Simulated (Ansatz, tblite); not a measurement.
# AlMe2(acac) (C7H13AlO2): spin states and exact exchange

Aim: set other spin states of AlMe2(acac) (C7H13AlO2) against its singlet, on many levels of theory.

Program: Ansatz 0.2.0, Gaussian basis. Level of theory: as each input shows. These are calculated values, not measurements.

The runs, in order: triplet, at the geometry of the singlet (GFN1-xTB, GFN2-xTB, PBE0-D4/def2-TZVP, PBE-D4/def2-TZVP, r2SCAN-D4/def2-TZVP); the singlet's energies come from earlier runs.

**1. The geometry**

The geometry is that of the singlet, from an earlier relaxation (PBE-D4/def2-SVP).

23 atoms, charge 0, spin multiplicity 1.

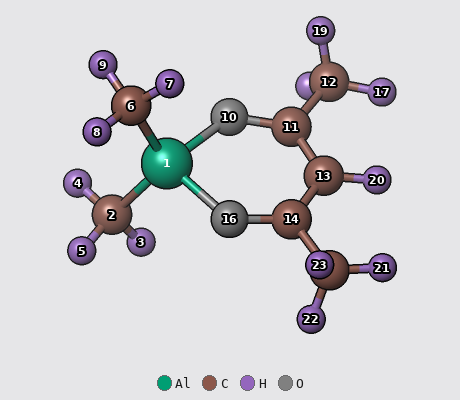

The structure; aluminium teal, carbon brown, hydrogen purple, oxygen grey; atoms are numbered from 1 in the order of the file.

**2. Triplet at the fixed geometry, GFN1-xTB**

Tight binding, by tblite at 300 K electronic temperature and without a spin-polarisation term:

```python
tblite.interface.Calculator('GFN1-xTB', numbers, positions, charge=0, uhf=2).singlepoint()
```

Energy -883.9390 eV; 0.031 s.

**3. Triplet at the fixed geometry, GFN2-xTB**

Tight binding, by tblite at 300 K electronic temperature and without a spin-polarisation term:

```python
tblite.interface.Calculator('GFN2-xTB', numbers, positions, charge=0, uhf=2).singlepoint()
```

Energy -837.6011 eV; 0.019 s.

**4. Triplet at the fixed geometry, PBE0-D4/def2-TZVP**

in.yaml reads:

```yaml
crystal:
  periodic: [false, false, false]
  atoms:
    - {symbol: Al, position_ang: [1.227359, -0.011776, 0.860875]}
    - {symbol: C, position_ang: [0.981587, -0.023512, 2.812260]}
    - {symbol: H, position_ang: [-0.088111, 0.034582, 3.106284]}
    - {symbol: H, position_ang: [1.501279, 0.829604, 3.299458]}
    - {symbol: H, position_ang: [1.395458, -0.948035, 3.270179]}
    - {symbol: C, position_ang: [2.994166, -0.013155, -0.002892]}
    - {symbol: H, position_ang: [2.926517, -0.078681, -1.109784]}
    - {symbol: H, position_ang: [3.620447, -0.865833, 0.337655]}
    - {symbol: H, position_ang: [3.564095, 0.911383, 0.234303]}
    - {symbol: O, position_ang: [0.184629, 1.370763, 0.116701]}
    - {symbol: C, position_ang: [-0.866818, 1.252553, -0.617456]}
    - {symbol: C, position_ang: [-1.496725, 2.544941, -1.062407]}
    - {symbol: C, position_ang: [-1.423719, 0.013001, -1.004599]}
    - {symbol: C, position_ang: [-0.883177, -1.236793, -0.627250]}
    - {symbol: C, position_ang: [-1.533720, -2.517207, -1.077158]}
    - {symbol: O, position_ang: [0.166639, -1.374590, 0.105819]}
    - {symbol: H, position_ang: [-2.395106, 2.393937, -1.687223]}
    - {symbol: H, position_ang: [-1.763501, 3.145949, -0.168966]}
    - {symbol: H, position_ang: [-0.748865, 3.138983, -1.626807]}
    - {symbol: H, position_ang: [-2.323064, 0.021382, -1.633325]}
    - {symbol: H, position_ang: [-2.411073, -2.349658, -1.727144]}
    - {symbol: H, position_ang: [-1.842067, -3.100930, -0.185305]}
    - {symbol: H, position_ang: [-0.786229, -3.136908, -1.613230]}
basis:
  gaussian: {orbitals: def2-TZVP}
magnetization: {spin_polarized: true, initial_magnetization: 2}
hamiltonian: {xc: pbe0, dispersion: d4}
scf: {omitted_lower_state_checks: [starts]}
output: {orbitals: {seedname: orbitals}}
```

Launch:

```
> ansatz run in.yaml --threads 2 --pin off --events-out ev --progress --plain --max-ram 32768MiB --backend cuda --devices 0, --max-vram 18GiB
```

The program printed:

```text
Functional definition: PBE0
  name "PBE0"
  cite "Adamo & Barone, J. Chem. Phys. 110, 6158 (1999) doi:10.1063/1.478522"
  cite "Perdew, Burke & Ernzerhof, Phys. Rev. Lett. 77, 3865 (1996) doi:10.1103/PhysRevLett.77.3865"
  parent pbe
  parameter a = 0.25
  parameter kappa = 0.804
  parameter beta = 0.06672455060314922
  exchange = (1 - a)*pbe_x(kappa = kappa, mu = beta*pi^2/3) + a*exact_x
  correlation = pbe_c(beta = beta)
these checks for a lower state are left out or cut short: starts
2413 factors; their error is unknown
mean field evaluation 1: about -18130.2924 eV, gradient 6.9e1 eV
mean field evaluation 2: about -18121.6717 eV, gradient 7.8e1 eV
mean field evaluation 4: about -18150.4032 eV, gradient 4.7e0 eV
mean field evaluation 8: about -18150.5066 eV, gradient 5.2e-1 eV
mean field evaluation 16: about -18150.5131 eV, gradient 1.2e-3 eV
mean field -18150.51305376 eV, -667.0190518660 hartree, gradient 7.8e-5 eV, S^2 2.007428; 0 other end points of the search recorded, 0 dependent functions left out
reference -18150.51310324 eV, -667.0190536846 hartree; 43, 41 occupied and 351, 353 virtual orbitals, 2413 factors
Total energy: -18151.01252048 eV, -667.0374069295 hartree
Checks for a lower state left out: starts
```

It took 12 s on 1 × H100 (card shared with other runs) with 2 threads of AMD EPYC 7R13, shared host; peak host memory 1 GiB.

Report: HOMO -4.05 eV, LUMO -4.83 eV (over both spins; with the spin held, an empty level of the minority spin lies below the top filled one); ⟨S²⟩ 2.007 (pure: 2.00).

**5. Triplet at the fixed geometry, PBE-D4/def2-TZVP**

start.molden holds the orbitals of an earlier run on this state, given as this run's starting guess.

Edit in.yaml of step 4 so:

```diff
@@ -27,5 +27,5 @@
 basis:
-  gaussian: {orbitals: def2-TZVP}
+  gaussian: {orbitals: def2-TZVP, initial_orbitals: start.molden}
 magnetization: {spin_polarized: true, initial_magnetization: 2}
-hamiltonian: {xc: pbe0, dispersion: d4}
+hamiltonian: {xc: pbe, dispersion: d4}
 scf: {omitted_lower_state_checks: [starts]}
```

Launched as before.

The program printed:

```text
Functional definition: PBE
  name "PBE"
  cite "Perdew, Burke & Ernzerhof, Phys. Rev. Lett. 77, 3865 (1996) doi:10.1103/PhysRevLett.77.3865"
  parent pbe
  parameter kappa = 0.804
  parameter beta = 0.06672455060314922
  exchange = pbe_x(kappa = kappa, mu = beta*pi^2/3)
  correlation = pbe_c(beta = beta)
these checks for a lower state are left out or cut short: starts
2393 factors; their error is unknown
mean field evaluation 1: about -18148.8507 eV, gradient 9.8e0 eV
mean field evaluation 2: about -18149.1087 eV, gradient 4.0e-1 eV
mean field evaluation 4: about -18149.0659 eV, gradient 5.1e-2 eV
mean field evaluation 8: about -18149.0659 eV, gradient 1.6e-5 eV
mean field -18149.06588479 eV, -666.9658693874 hartree, gradient 1.6e-5 eV, S^2 2.003662; 0 other end points of the search recorded, 0 dependent functions left out
reference -18149.06595303 eV, -666.9658718950 hartree; 43, 41 occupied and 351, 353 virtual orbitals, 2393 factors
Total energy: -18149.64611676 eV, -666.9871925188 hartree
Checks for a lower state left out: starts
```

Run time: 11 s. Hardware: 1 × H100 (card shared with other runs) with 2 threads of AMD EPYC 7R13, shared host; peak host memory 0.96 GiB.

Report: HOMO -2.81 eV, LUMO -5.47 eV (over both spins; with the spin held, an empty level of the minority spin lies below the top filled one); ⟨S²⟩ 2.004 (pure: 2.00).

**6. Triplet at the fixed geometry, r2SCAN-D4/def2-TZVP**

Edit in.yaml of step 5 so:

```diff
@@ -29,3 +29,3 @@
 magnetization: {spin_polarized: true, initial_magnetization: 2}
-hamiltonian: {xc: pbe, dispersion: d4}
+hamiltonian: {xc: r2scan, dispersion: d4}
 scf: {omitted_lower_state_checks: [starts]}
```

The command is unchanged.

The program printed:

```text
Functional definition: r2SCAN
  name "r2SCAN"
  cite "Furness, Kaplan, Ning, Perdew & Sun, J. Phys. Chem. Lett. 11, 8208 (2020) doi:10.1021/acs.jpclett.0c02405"
  cite "Furness, Kaplan, Ning, Perdew & Sun, J. Phys. Chem. Lett. 11, 9248 (2020) doi:10.1021/acs.jpclett.0c03077"
  parent r2scan
  parameter k0 = 0.174
  parameter k1 = 0.065
  parameter a1 = 4.9479
  exchange = r2scan_x(k0 = k0, k1 = k1, a1 = a1)
  correlation = r2scan_c
these checks for a lower state are left out or cut short: starts
2393 factors; their error is unknown
mean field evaluation 1: about -18160.1838 eV, gradient 5.4e0 eV
mean field evaluation 2: about -18160.2779 eV, gradient 1.8e-1 eV
mean field evaluation 4: about -18160.2357 eV, gradient 9.6e-3 eV
mean field evaluation 8: about -18160.2357 eV, gradient 1.7e-5 eV
mean field -18160.23568616 eV, -667.3763520164 hartree, gradient 1.7e-5 eV, S^2 2.008505; 0 other end points of the search recorded, 0 dependent functions left out
reference -18160.23570824 eV, -667.3763528279 hartree; 43, 41 occupied and 351, 353 virtual orbitals, 2393 factors
Total energy: -18160.40071846 eV, -667.3824168416 hartree
Checks for a lower state left out: starts
```

Run time: 17 s. Hardware: 1 × H100 (card shared with other runs) with 2 threads of AMD EPYC 7R13, shared host; peak host memory 1.1 GiB.

From the report: HOMO -3.16 eV, LUMO -5.38 eV (over both spins; with the spin held, an empty level of the minority spin lies below the top filled one); ⟨S²⟩ 2.009 (pure: 2.00).

**7. Triplet less singlet, vertical**

The singlet's energies are those of its earlier runs, whose logs aren't repeated here.

| level | triplet less singlet, vertical (eV) | time |
| --- | --- | --- |
| GFN1-xTB | +2.956 | 0.052 s |
| GFN2-xTB | +2.584 | 0.033 s |
| PBE-D4/def2-TZVP | +2.834 | 25 s |
| r2SCAN-D4/def2-TZVP | +2.829 | 31 s |
| PBE0-D4/def2-TZVP | +2.957 | 28 s |

Times add the two runs; a level without a time comes out of a correlated run. Tight binding without a spin term can't rank spin states.

**8. Summary of results**

```
                                                quantity                                      value
triplet less singlet, vertical, functionals in def2-TZVP  +2.829 (r2SCAN-D4) to +2.957 eV (PBE0-D4)
```

All functionals put the triplet above the singlet, over a spread of 0.129 eV. The checks for a lower triplet were left out, so another state of that spin may lie lower. These are electronic energies, without zero-point motion, entropy or surroundings.
